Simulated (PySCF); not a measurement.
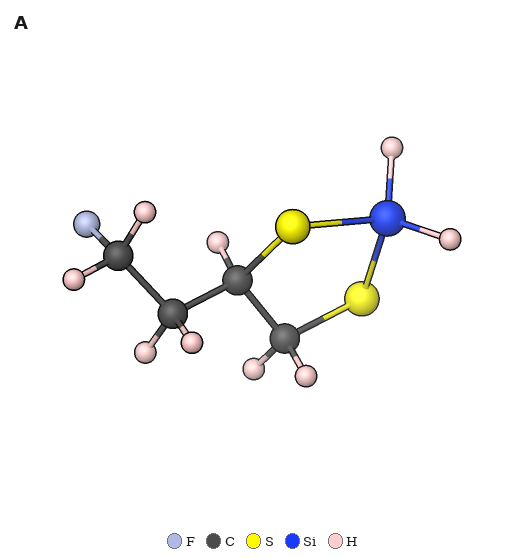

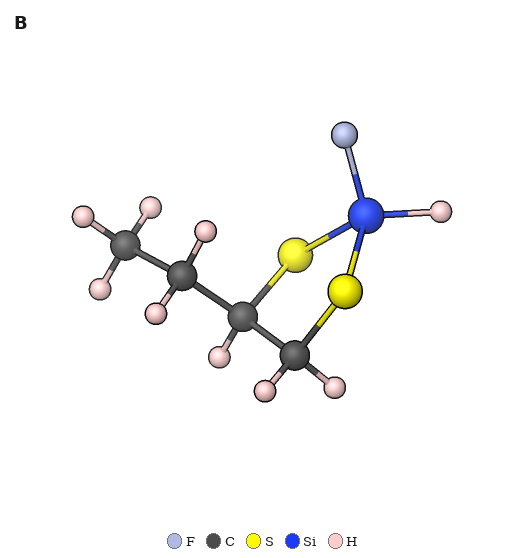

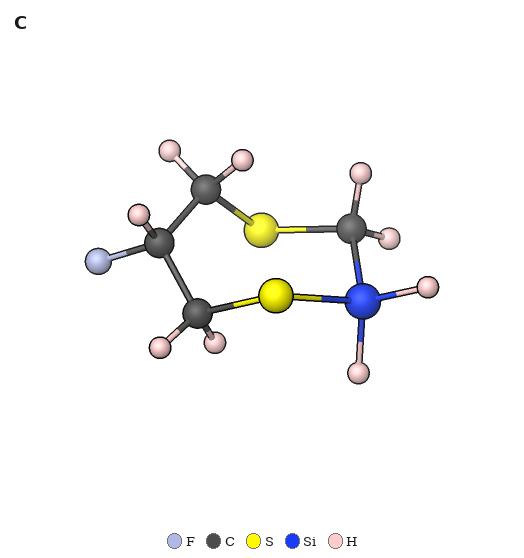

3 stationary structures of one formula. Geometries: GFN2-xTB. Electronic energies: PBE0/pcSseg-1 (PySCF 2.14.0), without zero-point energy. No frequency run is at hand to confirm each as a minimum. Each is one conformer, not always the lowest.

**Are they conformers, stereoisomers or constitutional isomers?**

They are constitutional isomers of C4H9FS2Si: A `FCC[C@@H]1CS[SiH2]S1`, B `CC[C@@H]1CS[Si@H](F)S1`, C `F[C@@H]1CSC[SiH2]SC1`.

**Rank them by energy, lowest first.**

B is lowest; A lies 48.8 kcal/mol above it, C lies 64.0 kcal/mol above it.

The geometry is semi-empirical. Around Si such bond lengths and angles can be off by a tenth of an ångström or more and by several degrees, and values that hang on the shape move with them.
